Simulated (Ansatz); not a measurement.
**A workflow on BClH2 (SMILES BCl)**

Aim: the energy (HF/STO-3G), then a single-point energy (CASCI(6,6)/STO-3G), then the energy (CCSD(T)/STO-3G), then the energy (FCI/STO-3G) of BClH2. 

Program for the calculation: Ansatz 0.2.0.

## Step 1: The molecule

The species is BClH2 (4 atoms), typed as a singlet with charge 0. As SMILES, `BCl`. Geometry: relaxed at PBE0-D4/def2-TZVP.

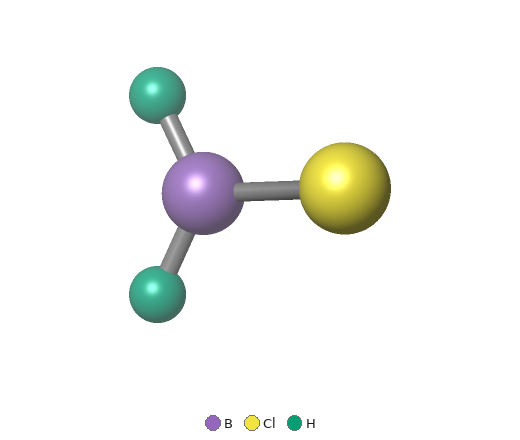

Viewed from a chosen angle; boron purple, chlorine yellow, hydrogen teal.

## Step 2: A single-point energy at HF/STO-3G (run 1)

molecule.yaml

```yaml
crystal:
  periodic: [false, false, false]
  atoms:
    - {symbol: B, position_ang: [-0.116700, 0.021700, -0.075300]}
    - {symbol: Cl, position_ang: [1.365000, -0.395300, 0.721200]}
    - {symbol: H, position_ang: [-1.106200, -0.559500, 0.240400]}
    - {symbol: H, position_ang: [-0.086600, 0.872800, -0.906600]}
basis:
  gaussian:
    orbitals: STO-3G
hamiltonian:
  xc: hf
output:
  orbitals: {seedname: orbitals}
```

On the command line:

```bash
ansatz run molecule.yaml --threads 1 --pin off --max-ram 2610MiB --events-out events.jsonl --progress --plain --runs-dir runs
```

What it wrote:

```text
Warning: RAYON_NUM_THREADS=1 ignored (pool sized by the plan → 1); use --threads N
Functional definition: HF
  name "HF"
  exchange = exact_x
  correlation = 0
186 factors; integrals over basis functions are off by at most 4.2e-5 eV
mean field evaluation 1: about -13063.6540 eV, gradient 1.7e1 eV
mean field evaluation 2: about -13063.6701 eV, gradient 1.7e1 eV
mean field evaluation 4: about -13064.9624 eV, gradient 8.6e-1 eV
mean field evaluation 8: about -13064.9657 eV, gradient 1.7e-5 eV
mean field -13064.96565969 eV, -480.1286322420 hartree, gradient 3.2e-5 eV, S^2 0.000000; 0 other end points of the search recorded, 0 dependent functions left out
reference -13064.96565969 eV, -480.1286322420 hartree; 12, 12 occupied and 4, 4 virtual orbitals, 186 factors
Total energy: -13064.96565969 eV, -480.1286322420 hartree
```

Run time: 0.1 s. Hardware: 1 thread of Intel Xeon Platinum 8488C (Sapphire Rapids), shared host.

## Step 3: The energy at CASCI(6,6)/STO-3G (run 2)

input.yaml

```yaml
crystal:
  periodic: [false, false, false]
  atoms:
    - symbol: B
      position_ang: [-0.116700, 0.021700, -0.075300]
    - symbol: Cl
      position_ang: [1.365000, -0.395300, 0.721200]
    - symbol: H
      position_ang: [-1.106200, -0.559500, 0.240400]
    - symbol: H
      position_ang: [-0.086600, 0.872800, -0.906600]
basis:
  gaussian:
    orbitals: STO-3G
correlation:
  active_space: {window: {electrons: 6, orbitals: 6}, shells: [{species: Cl, l: p, shell: 3}, {species: H, l: s, shell: 1}], fixed_orbitals: true}
```

On the command line:

```bash
ansatz run input.yaml --threads 1 --pin off --max-ram 2610MiB --events-out events.jsonl --progress --plain --runs-dir runs
```

What it wrote:

```text
Warning: RAYON_NUM_THREADS=1 ignored (pool sized by the plan → 1); use --threads N
[... 4 set-up lines as earlier in the session ...]
186 factors; integrals over basis functions are off by at most 4.2e-5 eV
mean field evaluation 1: about -13063.6540 eV, gradient 1.7e1 eV
mean field evaluation 2: about -13063.6701 eV, gradient 1.7e1 eV
mean field evaluation 4: about -13064.9624 eV, gradient 8.6e-1 eV
mean field evaluation 8: about -13064.9657 eV, gradient 2.5e-6 eV
mean field -13064.96565969 eV, -480.1286322420 hartree, gradient 4.1e-7 eV, S^2 0.000000; 0 other end points of the search recorded, 0 dependent functions left out
reference -13064.96565969 eV, -480.1286322420 hartree; 12, 12 occupied and 4, 4 virtual orbitals, 186 factors
state -13065.22859120 eV, -480.1382947964 hartree
Total energy: -13065.22859120 eV, -480.1382947964 hartree
```

Run time: 0.1 s. Hardware: 1 thread of Intel Xeon Platinum 8488C (Sapphire Rapids), shared host.

## Step 4: A single-point energy at CCSD(T)/STO-3G (run 11)

molecule.yaml

```yaml
crystal:
  periodic: [false, false, false]
  atoms:
    - symbol: B
      position_ang: [-0.116700, 0.021700, -0.075300]
    - symbol: Cl
      position_ang: [1.365000, -0.395300, 0.721200]
    - symbol: H
      position_ang: [-1.106200, -0.559500, 0.240400]
    - symbol: H
      position_ang: [-0.086600, 0.872800, -0.906600]
basis:
  gaussian: {orbitals: STO-3G}
magnetization: {spin_polarized: false, initial_magnetization: 0}
correlation: {method: ccsd_t}
```

On the command line:

```bash
ansatz run molecule.yaml --threads 1 --pin off --max-ram 2610MiB --events-out events.jsonl --progress --plain --runs-dir runs
```

What it wrote (excerpt; [...] marks lines left out):

```text
Warning: RAYON_NUM_THREADS=1 ignored (pool sized by the plan → 1); use --threads N
[... 2 set-up lines as earlier in the session ...]
[...]
186 factors; integrals over basis functions are off by at most 4.2e-5 eV
[...]
mean field -13064.96565969 eV, -480.1286322420 hartree, gradient 4.1e-7 eV, S^2 0.000000; 0 other end points of the search recorded, 0 dependent functions left out
6 core orbitals not correlated: weight in the atoms' cores, before any rotation towards them, 1.000 or more for the frozen orbitals, at most 0.000 for the correlated occupied ones
reference -13064.96565969 eV, -480.1286322420 hartree; 6, 6 occupied and 4, 4 virtual orbitals, 186 factors
second order -1.19792956 eV of doubles, -0.00000000 eV of singles
cycle   1  -1.45012213 eV  change   -2.5e-1 eV  update   5.4e-2
[...]
cycle   8  -1.61315268 eV  change   -9.5e-6 eV  update   4.7e-6
perturbative correction -0.03875300 eV, -0.0014241463 hartree
Total energy: -13066.61756537 eV, -480.1893386559 hartree
```

It took 0.12 s on 1 thread of Intel Xeon Platinum 8488C (Sapphire Rapids), shared host.

## Step 5: The energy at FCI/STO-3G (run 12)

input.yaml

```yaml
crystal:
  periodic: [false, false, false]
  atoms:
    - {symbol: B, position_ang: [-0.116700, 0.021700, -0.075300]}
    - {symbol: Cl, position_ang: [1.365000, -0.395300, 0.721200]}
    - {symbol: H, position_ang: [-1.106200, -0.559500, 0.240400]}
    - {symbol: H, position_ang: [-0.086600, 0.872800, -0.906600]}
basis:
  gaussian: {orbitals: STO-3G}
correlation: {method: fci}
```

On the command line:

```bash
ansatz run input.yaml --threads 1 --pin off --max-ram 2610MiB --events-out events.jsonl --progress --plain --runs-dir runs
```

What it wrote:

```text
Warning: RAYON_NUM_THREADS=1 ignored (pool sized by the plan → 1); use --threads N
[... 4 set-up lines as earlier in the session ...]
256 factors; integrals over basis functions are off by at most 4.3e-8 eV
mean field evaluation 1: about -13063.6532 eV, gradient 1.7e1 eV
mean field evaluation 2: about -13063.6701 eV, gradient 1.7e1 eV
mean field evaluation 4: about -13064.9624 eV, gradient 8.6e-1 eV
mean field evaluation 8: about -13064.9657 eV, gradient 3.0e-6 eV
mean field -13064.96573359 eV, -480.1286349577 hartree, gradient 7.2e-7 eV, S^2 0.000000; 0 other end points of the search recorded, 0 dependent functions left out
6 core orbitals not correlated: weight in the atoms' cores, before any rotation towards them, 1.000 or more for the frozen orbitals, at most 0.000 for the correlated occupied ones
reference -13064.96573359 eV, -480.1286349577 hartree; 6, 6 occupied and 4, 4 virtual orbitals, 256 factors
state -13066.62538935 eV, -480.1896261817 hartree
Total energy: -13066.62538935 eV, -480.1896261817 hartree
```

Wall time 0.32 s (1 thread of Intel Xeon Platinum 8488C (Sapphire Rapids), shared host).

## Step 6: Summary of results

| quantity | value |
| --- | --- |
| run 1, HF/STO-3G: total energy | -480.12863 Eh |
| run 1, HF/STO-3G: HOMO energy | -10.58 eV |
| run 1, HF/STO-3G: LUMO energy | 5.63 eV |
| run 1, HF/STO-3G: HOMO–LUMO gap | 16.21 eV |
| run 2, CASCI(6,6)/STO-3G: total energy | -480.13829 Eh |
| run 11, CCSD(T)/STO-3G: total energy | -480.18934 Eh |
| run 11, CCSD(T)/STO-3G: correlation energy (6 core orbitals frozen) | -60.7 mEh |
| run 11, CCSD(T)/STO-3G: (T) correction | -1.42 mEh |
| run 11, CCSD(T)/STO-3G: T1 diagnostic | 0.014 |
| run 12, FCI/STO-3G: total energy | -480.18963 Eh |
| run 12, FCI/STO-3G: correlation energy (6 core orbitals frozen) | -61.0 mEh |

**Reading.** The triples (run 11, CCSD(T)/STO-3G) make up 2.3 % of the correlation energy.
